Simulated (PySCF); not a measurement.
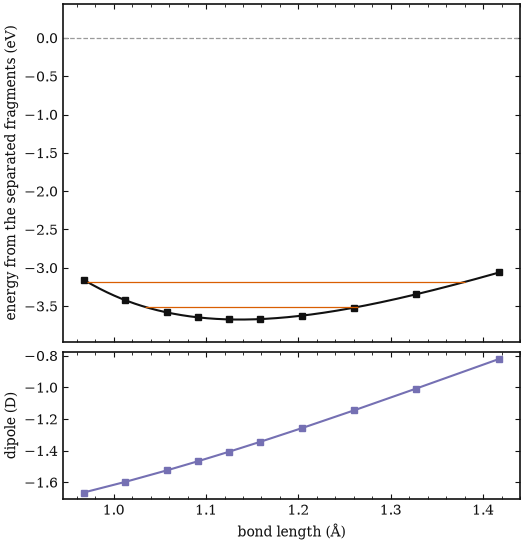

Bond curve of CH, doublet (excess alpha electrons: πy +1). PBE/def2-TZVPPD in PySCF 2.14.0, UKS. One reference determinant with the occupation held, the lowest that a PBE0 search over spins and occupations found; no spin-orbit coupling. Zero is the separated fragments in their ground configurations, without counterpoise. 2 further points of the run are not drawn. Horizontal lines: vibrational levels from ωe and ωexe, starting at v = 0. The dipole is positive if the first atom is negative.

### What constants does a Dunham fit to the curve give (main isotopes)?

re = 1.136 Å, ωe = 2735 cm⁻¹, ωexe = 58.3 cm⁻¹, De = 3.68 eV, Be = 14 cm⁻¹.

### What is the dipole moment at the minimum, and how does it change with the bond length?

−1.39 D at re, with a slope of 1.84 D/Å.

Note: lowest determinant of a PBE0 search, another state may lie lower.
